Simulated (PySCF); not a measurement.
# C₆H₃ClFNS: a tour of settings, part 1 of 2

Aim: see how C₆H₃ClFNS (`Fc1c(Cl)sc2cc[nH]c12`) answers to the choice of functional, basis, grid and SCF options.

Programs: PySCF 2.14.0, with density-fitted response routines of our own. Each step states its level of theory. These are calculated values for one molecule, in the gas phase or a continuum, unless marked as measured. Atoms count from 0, in the outputs and in this text.

### Step 1. Starting geometry

13 atoms, charge 0, multiplicity 1; geometry from: GFN2-xTB.

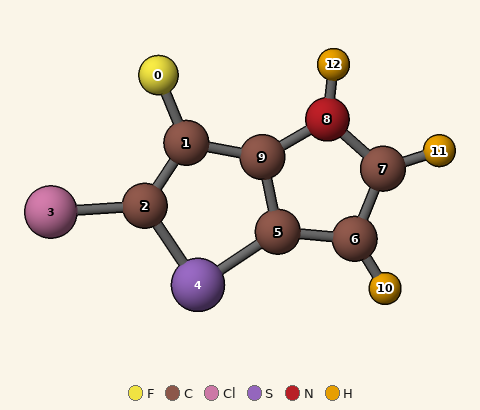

As it starts; fluorine yellow, carbon brown, chlorine pink, sulfur purple, nitrogen red, hydrogen amber, atoms numbered.

### Step 2. NMR shieldings: PBE0/pcSseg-1

Job settings and geometry (Å):

```
{"job": {"kind": "nmr", "xc": "PBE0", "basis": "pcSseg-1"}, "charge": 0, "multiplicity": 1}
F      2.130500    -1.396394     1.167922
C      1.547513    -0.435601     0.431060
C      2.228158     0.547733    -0.226790
Cl     3.923087     0.766123    -0.255270
S      1.172484     1.641699    -1.096641
C     -0.212343     0.751226    -0.559743
C     -1.614890     0.751549    -0.667566
C     -2.046749    -0.319331     0.073165
N     -0.982981    -0.971596     0.625799
C      0.152154    -0.328057     0.247724
H     -2.223831     1.441759    -1.213326
H     -3.047905    -0.661265     0.243100
H     -1.029588    -1.787357     1.212839
```

Method: GIAO PBE0/pcSseg-1 NMR shielding, non-relativistic, gas phase.

Started as:

```console
OMP_NUM_THREADS=1 python probes_run.py task.json out
```

The driver reads the jobs from task.json and runs them one after another.

Log:

```text
coarse grid: 13776 points
cycle   1  E = -1242.4829354685  dE =  2.306e+00  |g| = 5.201e-01  |ddm| = 4.133e+00
cycle   2  E = -1242.4092546737  dE =  7.368e-02  |g| = 7.891e-01  |ddm| = 1.266e+00
cycle   3  E = -1242.5359928802  dE = -1.267e-01  |g| = 1.246e-01  |ddm| = 8.848e-01
cycle   4  E = -1242.5393354979  dE = -3.343e-03  |g| = 5.653e-02  |ddm| = 1.832e-01
cycle   5  E = -1242.5400754364  dE = -7.399e-04  |g| = 1.202e-02  |ddm| = 5.848e-02
cycle   6  E = -1242.5400992503  dE = -2.381e-05  |g| = 5.142e-03  |ddm| = 1.506e-02
cycle   7  E = -1242.5401054893  dE = -6.239e-06  |g| = 1.651e-03  |ddm| = 7.334e-03
final grid: 129456 points
cycle   8  E = -1242.6049422570  dE = -2.904e-05  |g| = 1.056e-02  |ddm| = 4.094e-02
cycle   9  E = -1242.6049026883  dE =  3.957e-05  |g| = 1.621e-02  |ddm| = 2.913e-02
cycle  10  E = -1242.6049685828  dE = -6.589e-05  |g| = 1.920e-03  |ddm| = 1.972e-02
cycle  11  E = -1242.6049694368  dE = -8.540e-07  |g| = 5.375e-04  |ddm| = 2.411e-03
cycle  12  E = -1242.6049695024  dE = -6.556e-08  |g| = 1.128e-04  |ddm| = 5.855e-04
cycle  13  E = -1242.6049695043  dE = -1.896e-09  |g| = 5.648e-05  |ddm| = 1.667e-04
cycle  14  E = -1242.6049695051  dE = -7.544e-10  |g| = 1.135e-05  |ddm| = 6.723e-05
converged SCF energy = -1242.6049695051

GIAO shielding tensors (ppm)
atom      isotropic    diamagn.    paramagn.     s11        s22        s33       span
  0 F      329.662     470.146    -140.483    230.111    315.384    443.492    213.382
  1 C       36.368     244.196    -207.828    -26.611     59.568     76.147    102.758
  2 C       63.432     262.005    -198.573     12.716     80.395     97.185     84.468
  3 Cl     775.045    1143.723    -368.678    583.809    775.992    965.334    381.525
  4 S      377.962    1053.778    -675.816    204.385    434.912    494.590    290.205
  5 C       59.858     265.961    -206.103      1.161     35.712    142.701    141.540
  6 C       79.589     249.310    -169.721      7.989     65.824    164.953    156.964
  7 C       62.681     249.881    -187.199    -10.989     64.434    134.599    145.588
  8 N      118.610     327.710    -209.100     44.165    119.543    192.122    147.956
  9 C       60.199     255.827    -195.628     10.315     45.340    124.941    114.625
 10 H       25.158      30.454      -5.296     21.263     25.962     28.249      6.986
 11 H       24.795      29.069      -4.273     20.732     25.507     28.147      7.415
 12 H       23.896      32.156      -8.260     16.190     24.585     30.914     14.724
```

Wall time 38 s (1 thread of Arm Neoverse V2, shared host); peak memory 0.88 GiB.

The references, computed at this level on geometries of the same kind, shield at (ppm): ¹H TMS 31.72, ¹³C TMS 186.9, ¹⁹F CFCl3 170.9, ¹⁵N NH3 267.7, ³³S CS2 504, ³⁵Cl HCl 950. Their shielding less the atom's gives the shift. The references are single molecules in the gas phase, so shifts against H2O, NH3, PH3, H3PO4 or CFCl3 are not on the usual liquid scales and can be off by tens of ppm.

```tsv
atoms	environment	σ (ppm)	δ (ppm)	δ scaled to CDCl3
C1	aromatic carbon bearing fluorine	36.4	150.6	145.0
C5	ring-fusion aromatic carbon	59.9	127.1	117.7
C9	ring-fusion aromatic carbon	60.2	126.7	121.8
C7	aromatic CH next to a ring nitrogen	62.7	124.2	119.3
C2	aromatic carbon bearing chlorine	63.4	123.5	114.2
C6	aromatic CH	79.6	107.3	102.8
H12	hydrogen on a pyrrole-type ring nitrogen	23.90	7.82	–
H11	hydrogen on an aromatic CH next to a ring nitrogen	24.80	6.92	6.63
H10	hydrogen on an aromatic CH	25.16	6.56	6.29
F0	aryl fluorine	329.7	-158.7	–
Cl3	chlorine bonded to C	775	175	–
S4	aromatic ring sulfur	378	126	–
N8	pyrrole-type ring nitrogen	118.6	149.1	–
```

The scaled column applies a straight-line fit of computed shieldings to shifts measured in CDCl3, with any fitted terms for Cl, Br or S neighbours, and one for carbons that bear F (root-mean-square error 0.16 ppm for H, 1.9 ppm for C).

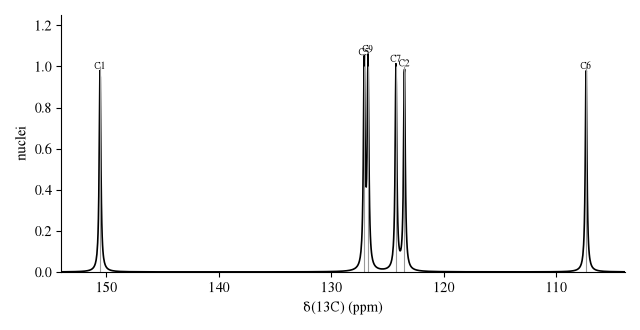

¹³C lines at the computed shifts, without couplings. Lines are broadened to a width of 0.17 ppm (Lorentzian).

Charges from the same density, by scheme (e):

```tsv
atoms	Mulliken	IAO	Hirshfeld	ESP fit
F0	-0.27	-0.26	-0.08	-0.18
C1	0.58	0.24	0.04	0.36
C2	-0.45	-0.24	-0.06	-0.35
Cl3	-0.02	0.03	-0.02	0.05
S4	0.39	0.32	0.08	0.09
C5	-0.37	-0.19	-0.06	-0.01
C6	-0.11	-0.23	-0.10	-0.22
C7	0.14	-0.09	-0.02	-0.31
N8	-0.48	-0.23	-0.06	-0.12
C9	0.21	0.01	0.00	-0.07
```

ESP fit charges:

F0 -0.18; C1 0.36; C2 -0.35; Cl3 0.05; S4 0.09; C5 -0.01; C6 -0.22; C7 -0.31; N8 -0.12; C9 -0.07; H10 0.21; H11 0.23; H12 0.32

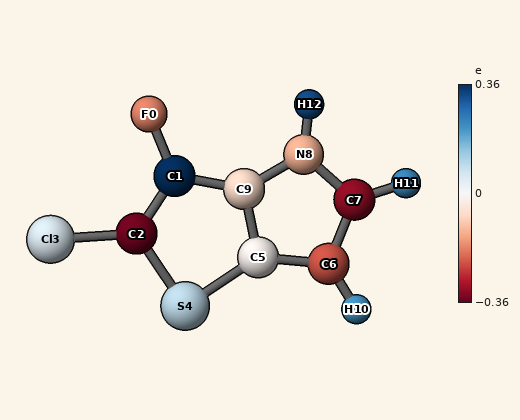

ESP fit charges, as colours on the atoms.

Mayer bond orders: F0–C1 0.97, C1–C2 1.44, C2–Cl3 1.10, C2–S4 1.04, S4–C5 1.04, C5–C6 1.32, C6–C7 1.55, C7–N8 1.17, N8–C9 1.07, C9–C1 1.19, C9–C5 1.29.

Ring of atoms C1, C2, S4, C5, C9: NICS(0) -14.0, NICS(1) -9.2, NICS(1)zz -18.0 ppm (means of both faces).

Ring of atoms C5, C6, C7, N8, C9: NICS(0) -14.1, NICS(1) -11.1, NICS(1)zz -28.7 ppm (means of both faces).

Orbitals, density, ELF and potential are computed afterwards from the orbital file.

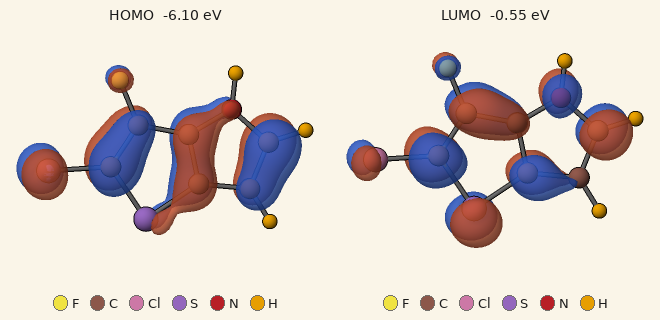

Frontier orbitals at PBE0/pcSseg-1; each surface holds 70 % of the orbital's density, blue and red mark the sign.

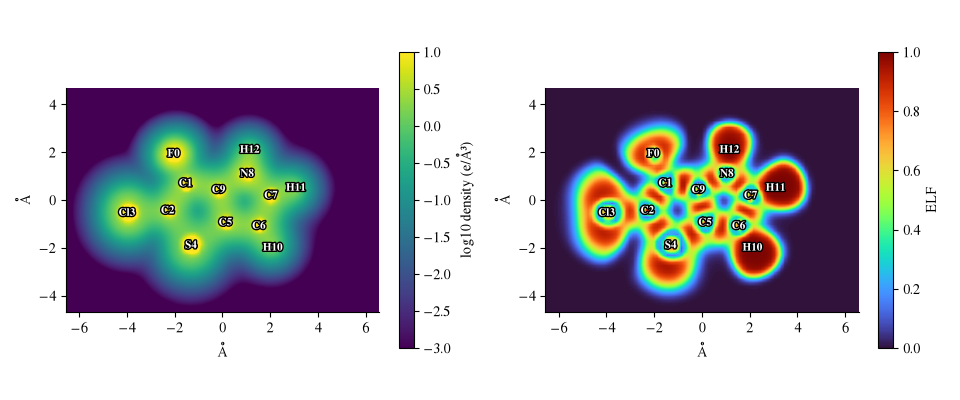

Density (left) and ELF (right) in a plane through or near 13 of the atoms.

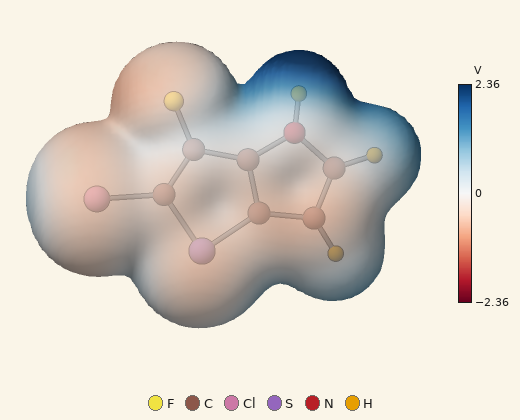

The potential that a unit positive charge feels on the 0.002 e/bohr³ surface, from the 1st to the 99th percentile, from -0.67 V near F0 to 2.36 V near H12.

### Step 3. TDDFT and polarisability: PBE0/def2-SVPD

The job, as its differences from that of step 2:

```diff
@@ -1,2 +1,2 @@
-{"job": {"kind": "nmr", "xc": "PBE0", "basis": "pcSseg-1"}, "charge": 0, "multiplicity": 1}
+{"job": {"kind": "uv", "xc": "PBE0", "basis": "def2-SVPD", "nstates": 6, "ntriplets": 2}, "charge": 0, "multiplicity": 1}
 F      2.130500    -1.396394     1.167922
```

Level: TDDFT PBE0/def2-SVPD, vertical, gas phase, core orbitals frozen in the response.

Log:

```text
coarse grid: 13776 points
cycle   1  E = -1241.9882428296  dE =  2.216e+00  |g| = 4.857e-01  |ddm| = 8.567e+00
cycle   2  E = -1241.9201462306  dE =  6.810e-02  |g| = 7.357e-01  |ddm| = 2.434e+00
cycle   3  E = -1242.0373771849  dE = -1.172e-01  |g| = 1.242e-01  |ddm| = 1.684e+00
cycle   4  E = -1242.0408837336  dE = -3.507e-03  |g| = 5.477e-02  |ddm| = 4.554e-01
cycle   5  E = -1242.0415975433  dE = -7.138e-04  |g| = 1.180e-02  |ddm| = 1.609e-01
cycle   6  E = -1242.0416213950  dE = -2.385e-05  |g| = 5.315e-03  |ddm| = 4.476e-02
cycle   7  E = -1242.0416284099  dE = -7.015e-06  |g| = 1.480e-03  |ddm| = 1.409e-02
final grid: 129456 points
cycle   8  E = -1242.1733296881  dE = -2.137e-05  |g| = 1.028e-02  |ddm| = 1.731e-01
cycle   9  E = -1242.1732874561  dE =  4.223e-05  |g| = 1.616e-02  |ddm| = 5.779e-02
cycle  10  E = -1242.1733566000  dE = -6.914e-05  |g| = 1.853e-03  |ddm| = 4.006e-02
cycle  11  E = -1242.1733574894  dE = -8.894e-07  |g| = 3.517e-04  |ddm| = 5.052e-03
cycle  12  E = -1242.1733575172  dE = -2.778e-08  |g| = 1.066e-04  |ddm| = 9.516e-04
cycle  13  E = -1242.1733575193  dE = -2.088e-09  |g| = 4.963e-05  |ddm| = 3.990e-04
cycle  14  E = -1242.1733575199  dE = -5.998e-10  |g| = 1.246e-05  |ddm| = 1.440e-04
converged SCF energy = -1242.1733575199

Static polarisability (au): isotropic 109.093, principal 62.947 105.008 159.324

Singlet excitations
state   eV       nm        f      main configurations
  1   4.8039    258.1   0.00009   H->L+1 0.97
  2   4.9448    250.7   0.36619   H->L 0.95
  3   5.1840    239.2   0.00001   H->L+2 0.96
  4   5.3610    231.3   0.07250   H-1->L 0.82, H-1->L+1 0.10
  5   5.3641    231.1   0.00952   H-1->L+1 0.81, H-1->L 0.10
  6   5.5433    223.7   0.00136   H->L+3 0.93

Triplet excitations (Tamm-Dancoff, eV): 3.2971 4.2765
```

Run time: 54 s. Hardware: 1 thread of Arm Neoverse V2, shared host; peak memory 1 GiB.

The orbitals next to the gap, with their largest atomic shares:

```tsv
orbital	eV	atoms
HOMO−3	-9.27	Cl3 71 %, C2 10 %, S4 10 %
HOMO−2	-8.17	C6 22 %, C1 12 %, C5 11 %
HOMO−1	-6.83	S4 35 %, N8 15 %, C5 12 %
HOMO	-6.12	C2 19 %, C7 17 %, Cl3 11 %
LUMO	-0.64	C2 21 %, C1 14 %, S4 14 %
LUMO+1	-0.03	S4 48 %, C2 14 %, C1 9 %
LUMO+2	0.19	Cl3 17 %, S4 17 %, H12 14 %
```

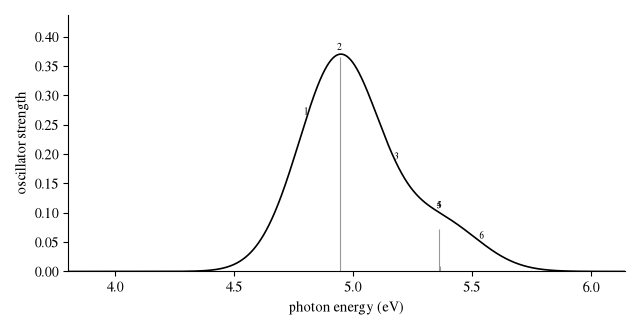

Absorption spectrum from the 6 singlet states computed; above the last one it falls off for lack of states. Lines are broadened to a width of 0.40 eV (Gaussian).

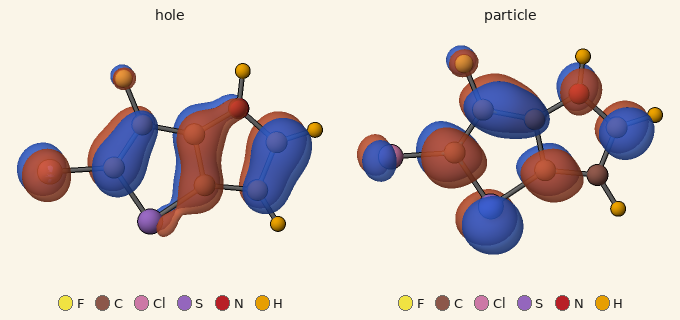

Leading natural transition orbitals of singlet state 2: the electron leaves the hole (left) for the particle orbital (right).

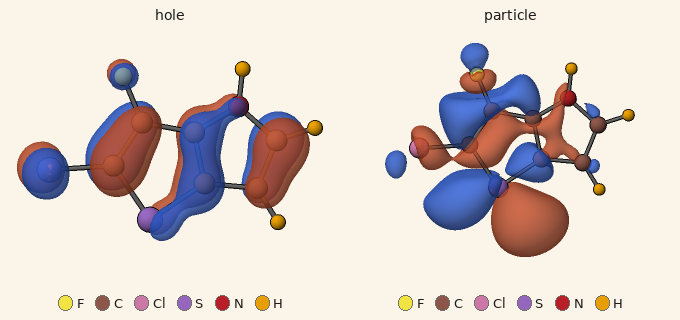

Leading natural transition orbitals of singlet state 1: the electron leaves the hole (left) for the particle orbital (right).

Further results of this job:

```tsv
property	computed
dipole moment (D)	3.45
polarisability (Å³)	16.17
HOMO–LUMO gap (eV)	5.48
−ε(HOMO) (eV)	6.12
```

### Step 4. NMR shieldings: wB97X-D/3-21G in dimethylsulfoxide

The job, as its differences from that of step 3:

```diff
@@ -1,2 +1,2 @@
-{"job": {"kind": "uv", "xc": "PBE0", "basis": "def2-SVPD", "nstates": 6, "ntriplets": 2}, "charge": 0, "multiplicity": 1}
+{"job": {"kind": "nmr", "xc": "wB97X-D", "basis": "3-21G", "solvent": "dimethylsulfoxide", "pop": false, "scf": {"level_shift": 0.2}}, "charge": 0, "multiplicity": 1}
 F      2.130500    -1.396394     1.167922
```

Level: GIAO wB97X-D/3-21G NMR shielding, non-relativistic, IEF-PCM dimethylsulfoxide.

Log:

```text
final grid: 129456 points
cycle   1  E = -1236.7973703178  dE =  2.144e+00  |g| = 7.111e-01  |ddm| = 4.552e+00
cycle   2  E = -1236.8955832119  dE = -9.821e-02  |g| = 5.433e-01  |ddm| = 1.973e+00
cycle   3  E = -1236.9462111834  dE = -5.063e-02  |g| = 9.351e-02  |ddm| = 5.513e-01
cycle   4  E = -1236.9486395810  dE = -2.428e-03  |g| = 3.082e-02  |ddm| = 2.076e-01
cycle   5  E = -1236.9488993633  dE = -2.598e-04  |g| = 6.967e-03  |ddm| = 6.193e-02
cycle   6  E = -1236.9489261285  dE = -2.677e-05  |g| = 2.823e-03  |ddm| = 2.140e-02
cycle   7  E = -1236.9489309936  dE = -4.865e-06  |g| = 1.015e-03  |ddm| = 8.163e-03
cycle   8  E = -1236.9489319217  dE = -9.281e-07  |g| = 4.371e-04  |ddm| = 3.385e-03
cycle   9  E = -1236.9489321412  dE = -2.195e-07  |g| = 1.938e-04  |ddm| = 1.527e-03
cycle  10  E = -1236.9489321912  dE = -4.994e-08  |g| = 1.002e-04  |ddm| = 6.430e-04
cycle  11  E = -1236.9489322041  dE = -1.292e-08  |g| = 4.686e-05  |ddm| = 3.351e-04
cycle  12  E = -1236.9489322074  dE = -3.366e-09  |g| = 2.172e-05  |ddm| = 1.834e-04
cycle  13  E = -1236.9489322082  dE = -7.190e-10  |g| = 9.842e-06  |ddm| = 8.249e-05
level shift removed, Fock matrix diagonalised once more
converged SCF energy = -1236.9489322082

GIAO shielding tensors (ppm)
atom      isotropic    diamagn.    paramagn.     s11        s22        s33       span
  0 F      350.002     466.125    -116.123    247.653    335.833    466.521    218.868
  1 C       75.992     242.117    -166.125     20.717     99.063    108.195     87.478
  2 C      102.069     271.508    -169.438     58.340    119.073    128.796     70.456
  3 Cl     856.317    1140.064    -283.746    684.993    860.665   1023.293    338.299
  4 S      507.303    1053.419    -546.117    393.895    509.201    618.812    224.917
  5 C       95.445     265.880    -170.435     48.243     77.839    160.253    112.009
  6 C      117.053     255.401    -138.349     62.508    102.337    186.314    123.806
  7 C       96.396     253.778    -157.382     37.697     93.286    158.206    120.508
  8 N      151.443     330.701    -179.258     87.537    143.071    223.720    136.183
  9 C       98.690     249.753    -151.064     60.355     89.292    146.421     86.066
 10 H       26.950      29.700      -2.750     22.954     26.488     31.409      8.455
 11 H       25.992      29.069      -3.077     22.375     25.237     30.363      7.987
 12 H       25.426      32.013      -6.587     17.954     24.029     34.294     16.339
```

It took 16 s on 1 thread of Arm Neoverse V2, shared host; peak memory 0.77 GiB.

This run: σ C1 76.0, C5 95.4, C7 96.4, C9 98.7, H12 25.43, H11 25.99 ppm.

### Step 5. Ultraviolet spectrum: HSE06/def2-SVPD in methanol

The job, as its differences from that of step 4:

```diff
@@ -1,2 +1,2 @@
-{"job": {"kind": "nmr", "xc": "wB97X-D", "basis": "3-21G", "solvent": "dimethylsulfoxide", "pop": false, "scf": {"level_shift": 0.2}}, "charge": 0, "multiplicity": 1}
+{"job": {"kind": "uv", "xc": "HSE06", "basis": "def2-SVPD", "solvent": "methanol", "nstates": 25, "ntriplets": 2, "tda": false, "scf": {"damp": 0.2, "conv": 1e-08}}, "charge": 0, "multiplicity": 1}
 F      2.130500    -1.396394     1.167922
```

Method: TDDFT HSE06/def2-SVPD, vertical, IEF-PCM methanol (non-equilibrium linear response), core orbitals frozen in the response.

Log:

```text
damping 0.20 in the first 6 cycles
final grid: 129456 points
cycle   1  E = -1242.2023891083  dE =  2.134e+00  |g| = 4.668e-01  |ddm| = 8.621e+00
cycle   2  E = -1242.1953814804  dE =  7.008e-03  |g| = 4.889e-01  |ddm| = 1.798e+00
cycle   3  E = -1242.1606930701  dE =  3.469e-02  |g| = 6.093e-01  |ddm| = 2.180e+00
cycle   4  E = -1242.0775303946  dE =  8.316e-02  |g| = 8.360e-01  |ddm| = 3.227e+00
cycle   5  E = -1241.9254952652  dE =  1.520e-01  |g| = 1.112e+00  |ddm| = 4.452e+00
cycle   6  E = -1240.8466308317  dE =  1.079e+00  |g| = 2.359e+00  |ddm| = 9.937e+00
cycle   7  E = -1236.4776487970  dE =  4.369e+00  |g| = 4.275e+00  |ddm| = 1.622e+01
cycle   8  E = -1242.1529395245  dE = -5.675e+00  |g| = 6.245e-01  |ddm| = 1.209e+01
cycle   9  E = -1242.1626703083  dE = -9.731e-03  |g| = 5.938e-01  |ddm| = 2.337e+00
cycle  10  E = -1242.2485522010  dE = -8.588e-02  |g| = 8.602e-02  |ddm| = 1.328e+00
cycle  11  E = -1242.2504158393  dE = -1.864e-03  |g| = 2.628e-02  |ddm| = 2.369e-01
cycle  12  E = -1242.2505638789  dE = -1.480e-04  |g| = 7.310e-03  |ddm| = 6.179e-02
cycle  13  E = -1242.2505748160  dE = -1.094e-05  |g| = 2.840e-03  |ddm| = 1.686e-02
cycle  14  E = -1242.2505766416  dE = -1.826e-06  |g| = 6.792e-04  |ddm| = 7.630e-03
cycle  15  E = -1242.2505767231  dE = -8.152e-08  |g| = 4.017e-04  |ddm| = 2.380e-03
cycle  16  E = -1242.2505767499  dE = -2.684e-08  |g| = 1.109e-04  |ddm| = 9.086e-04
cycle  17  E = -1242.2505767582  dE = -8.312e-09  |g| = 9.434e-06  |ddm| = 3.737e-04
converged SCF energy = -1242.2505767582

Static polarisability (au): isotropic 155.415, principal 90.660 150.907 224.679

Singlet excitations
state   eV       nm        f      main configurations
  1   4.7026    263.7   0.00017   H->L+1 0.98
  2   4.8026    258.2   0.44044   H->L 0.96
  3   5.1227    242.0   0.00005   H->L+2 0.98
  4   5.2780    234.9   0.10288   H-1->L 0.93
  5   5.2963    234.1   0.00031   H-1->L+1 0.90
  6   5.6372    219.9   0.00053   H->L+3 0.97
  7   5.7823    214.4   0.00006   H-1->L+2 0.91
  8   5.9720    207.6   0.00248   H->L+4 0.96
  9   6.2242    199.2   0.07944   H->L+5 0.66, H-2->L 0.28
 10   6.3799    194.3   0.00265   H-1->L+3 0.97
 11   6.5923    188.1   0.00223   H-1->L+4 0.88, H->L+6 0.09
 12   6.6006    187.8   0.02505   H->L+6 0.87
 13   6.6426    186.7   0.00032   H-2->L 0.52, H->L+5 0.27, H->L+9 0.12
 14   6.7578    183.5   0.00000   H->L+7 0.70, H-2->L+1 0.26
 15   6.7715    183.1   0.00008   H-2->L+1 0.67, H->L+7 0.27
 16   6.8434    181.2   0.09822   H-1->L+5 0.84, H->L+10 0.09
 17   7.0241    176.5   0.00030   H->L+8 0.98
 18   7.1203    174.1   0.00057   H->L+9 0.67, H->L+10 0.23
 19   7.1568    173.2   0.00287   H-2->L+2 0.89
 20   7.2651    170.7   0.00352   H->L+11 0.93
 21   7.2908    170.1   0.00203   H->L+12 0.88
 22   7.3213    169.3   0.09344   H->L+10 0.56, H->L+9 0.15, H-2->L 0.08
 23   7.3512    168.7   0.00000   H-1->L+6 0.65, H-3->L 0.22
 24   7.3841    167.9   0.00185   H-3->L 0.67, H-1->L+6 0.22
 25   7.4446    166.5   0.00091   H-1->L+7 0.88, H-3->L 0.08

Triplet excitations (Tamm-Dancoff, eV): 3.2924 4.2430
```

Run time: 1.7 min. Hardware: 1 thread of Arm Neoverse V2, shared host; peak memory 1.4 GiB.

Key values: HOMO -5.71 eV, LUMO -0.99 eV; lowest singlet 4.70 eV.

(Continued in part 2 of 2.)
